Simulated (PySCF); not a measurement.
Vertical excitations of a molecule C3H7BFN from TDA-M06-2X/def2-SVPD run with PySCF 2.14.0, as energy in eV (oscillator strength): 6.67 (0.001), 6.75 (0.000), 6.83 (0.702), 7.58 (0.045), 7.78 (0.139), 7.83 (0.002), 8.22 (0.002), 8.27 (0.001), 8.30 (0.039), 8.60 (0.001). Lowest triplet (TDA): 4.31 eV. The structure is a stationary point at ωB97X-D3(BJ)/def2-SVP. The values are those of a single conformer.

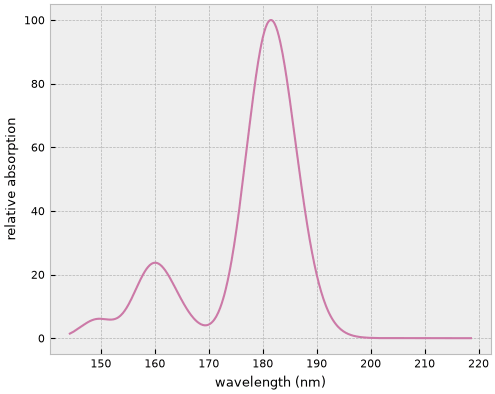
Fig. 1. The lines broadened by 0.4 eV.

Question: Which molecule gave these data?
A) NB(F)C1CC1
B) C/C=C/B(N)F
C) C/C=N/B(C)F
D) C=CB(F)NC

Answer: D, C=CB(F)NC
